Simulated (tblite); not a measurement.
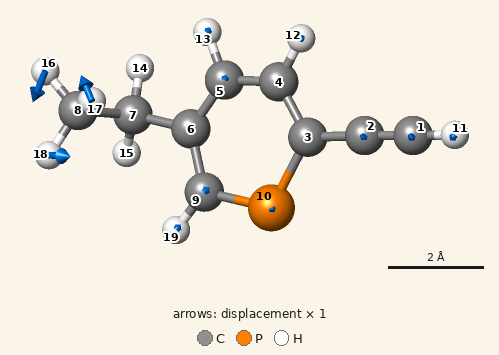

A relaxation of C9H9P. The starting structure is drawn; blue arrows show the displacements, at their true length. The two geometries are superimposed by the best rigid fit.

Style: ball-and-stick. Shown at a tilt.

Theory: tblite 0.8.0, GFN2-xTB geometry optimisation, gas phase. 

> Which element moves most?

Hydrogen: up to 0.76 Å, against 0.16 Å for carbon.

> Describe the change and its energy.

Over 68 geometry steps the energy falls by 15.1 kcal/mol. The largest move after the best rigid fit is that of H16, 0.76 Å. By element the largest moves are H 0.76 Å, C 0.16 Å, P 0.11 Å. Near-neighbour distances that change, for instance: C5–C6 1.345 → 1.392 Å, C8–H18 1.130 → 1.088 Å, C8–H16 1.121 → 1.087 Å, C7–C8 1.497 → 1.530 Å. Bond angles that change, for instance: C6–C9–P10 115.5° → 127.0°, C3–P10–C9 110.5° → 99.8°, C4–C3–P10 116.1° → 124.1°. Groups turn about C7–C8 by about 40°.
